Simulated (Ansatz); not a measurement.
GeH₄O₃ClF: several calculations on one system

Part 1: Relaxation

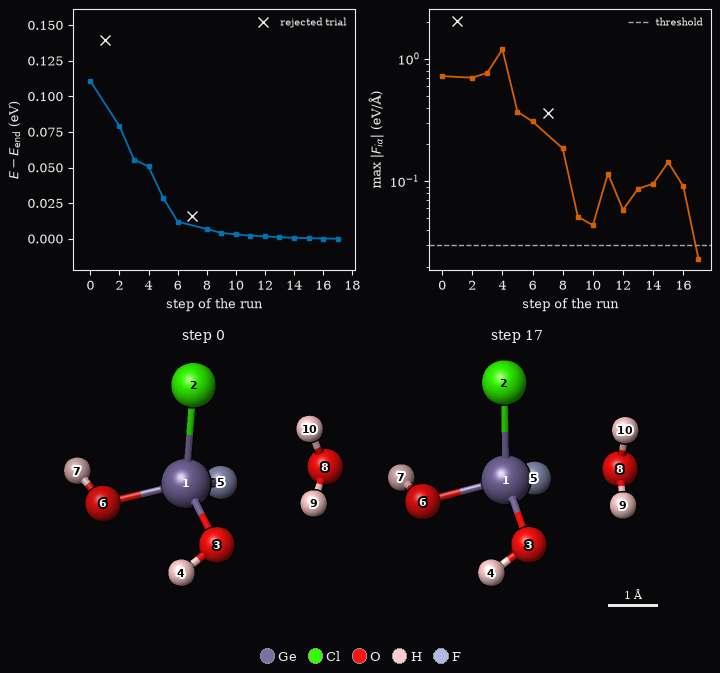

First and last geometry of a relaxation of GeH$_{4}$O$_{3}$ClF, with the history of the run. The picture is a ball-and-stick view, seen at a tilt.

The run prepares an end point of a later path (reaction) calculation, from a guessed geometry.

The calculation used RKS B3LYP-D4/def2-SVP in Ansatz. (no spin polarisation; force threshold 0.03 eV/Å; at most 50 steps)

> Read the history and describe the run.

It converged. After 15 accepted moves (17 points after the start) the energy has fallen by 0.111 eV. The largest force component goes from 0.72 to 0.023 eV/Å. The line search rejected the trial steps at points 1, 7 of the run. O8 moves most after the best rigid fit: 0.41 Å. Largest moves by element: O 0.41 Å, H 0.31 Å, Ge 0.21 Å, Cl 0.15 Å, F 0.11 Å. Near-neighbour distances that change, for instance: Ge1–O8 2.964 → 2.391 Å, Ge1–Cl2 2.200 → 2.174 Å, Ge1–O6 1.759 → 1.776 Å, O8–H10 0.984 → 0.969 Å. Bond angles that change, for instance: F5–Ge1–O6 108.7° → 102.6°, O3–Ge1–O6 103.8° → 97.9°, O3–Ge1–F5 113.6° → 119.5°. Groups turn about Ge1–O6 by about 20°. The run took 50 s on 4 threads of Arm Neoverse V1, with other jobs on the host, peak memory 0.34 GiB.

Part 2: Relaxation

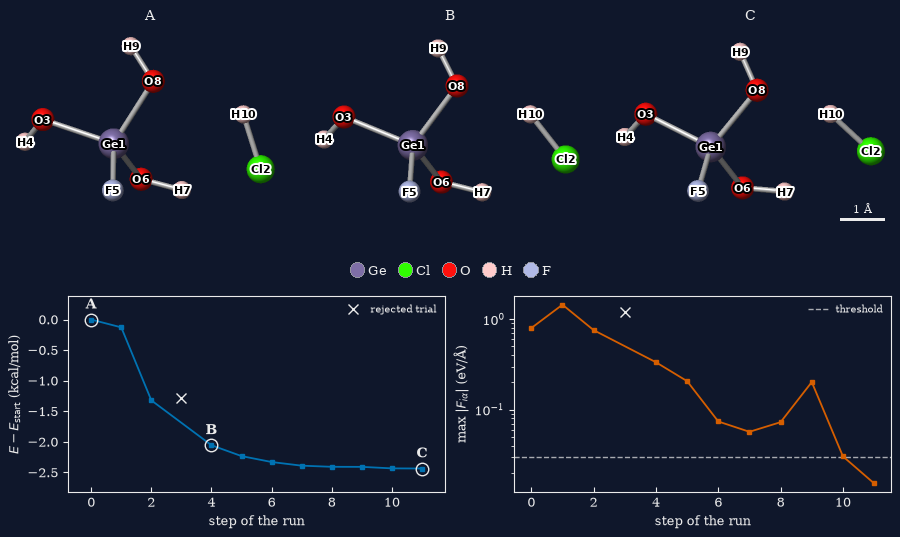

Frames of a relaxation of GeH4O3ClF, marked on the history of the run. A ball-and-stick model, seen at a tilt.

The run prepares an end point of a later path (reaction) calculation, from a guessed geometry.

Level of theory: RKS B3LYP-D4/def2-SVP in Ansatz 0.2.0. Settings: no spin polarisation; force threshold 0.03 eV/Å; at most 50 steps.

What happens along the run?

Answer. The atom that moves furthest after the best rigid fit is Cl2 (0.56 Å). By element the largest moves are Cl 0.56 Å, F 0.34 Å, H 0.32 Å, O 0.26 Å, Ge 0.11 Å. Some distances before and after: Ge1–Cl2 3.428 → 3.676 Å, Cl2–H10 1.336 → 1.317 Å, Ge1–O8 1.770 → 1.778 Å, Ge1–O6 1.751 → 1.746 Å. Among the angles between lasting bonds that change: O3–Ge1–O6 108.0° → 111.4°, O6–Ge1–O8 115.4° → 112.4°, Ge1–O8–H9 111.0° → 113.1°. The energy falls by 2.43 kcal/mol in 10 accepted moves (11 points after the start). Largest force component: 0.8 eV/Å at the start, 0.015 eV/Å at the end. The line search rejected the trial step at point 3 of the run. From step 0 to 4: H10 moves most (0.30 Å), energy −2.05 kcal/mol. From step 4 to 11: Cl2 moves most (0.35 Å), energy −0.38 kcal/mol.

```json
{"step": "0", "E − E(0), kcal/mol": "0.00", "largest force component, eV/Å": "0.7995", "note": ""}
{"step": "1", "E − E(0), kcal/mol": "-0.13", "largest force component, eV/Å": "1.4520", "note": ""}
{"step": "2", "E − E(0), kcal/mol": "-1.32", "largest force component, eV/Å": "0.7588", "note": ""}
{"step": "3", "E − E(0), kcal/mol": "-1.28", "largest force component, eV/Å": "1.2135", "note": "rejected"}
{"step": "4", "E − E(0), kcal/mol": "-2.05", "largest force component, eV/Å": "0.3345", "note": ""}
{"step": "5", "E − E(0), kcal/mol": "-2.23", "largest force component, eV/Å": "0.2066", "note": ""}
{"step": "6", "E − E(0), kcal/mol": "-2.33", "largest force component, eV/Å": "0.0739", "note": ""}
{"step": "7", "E − E(0), kcal/mol": "-2.39", "largest force component, eV/Å": "0.0568", "note": ""}
{"step": "8", "E − E(0), kcal/mol": "-2.41", "largest force component, eV/Å": "0.0726", "note": ""}
{"step": "9", "E − E(0), kcal/mol": "-2.41", "largest force component, eV/Å": "0.2018", "note": ""}
{"step": "10", "E − E(0), kcal/mol": "-2.43", "largest force component, eV/Å": "0.0303", "note": ""}
{"step": "11", "E − E(0), kcal/mol": "-2.43", "largest force component, eV/Å": "0.0152", "note": ""}
```

Limits of the set-up: the start holds two separate molecules, 2.2 Å apart at their closest, whose relative position is a soft coordinate.

Part 3: Path

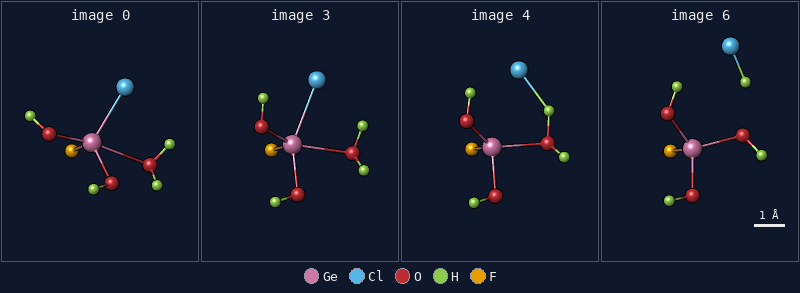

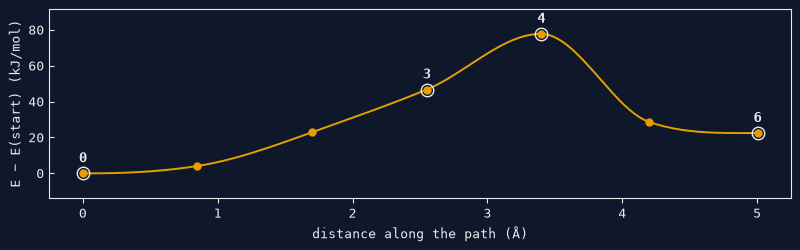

NEB run on GeH₄O₃ClF. Images are numbered from 0 (start) to 6 (end). Style: ball-and-stick. Shown at a tilt.

The calculation used RKS B3LYP-D4/def2-SVP (Ansatz). Set-up: 5 movable images; climbing image; force threshold 0.05 eV/Å; iteration limit 60; starting path through a guess of the saddle point.

Q: What happens along the path, and what is the barrier?

A: Breaking: Cl–Ge (2.17 → 3.68 Å), H–O (0.97 → 1.79 Å). Forming: Cl–H (2.67 → 1.32 Å). The highest point, image 4, lies 77.8 kJ/mol above the start and 55.3 kJ/mol above the end; the end is at +22.4 kJ/mol relative to the start. The band converged in 17 iterations. The largest component of the band force went from 6.6 to 0.044 eV/Å. The climbing image converged on the top of the path. Its vibrational analysis gives one imaginary mode (257i cm⁻¹), as a transition state must have.

The run took 3.9 min on 4 threads of Arm Neoverse V1, on a shared host, peak memory 0.34 GiB.
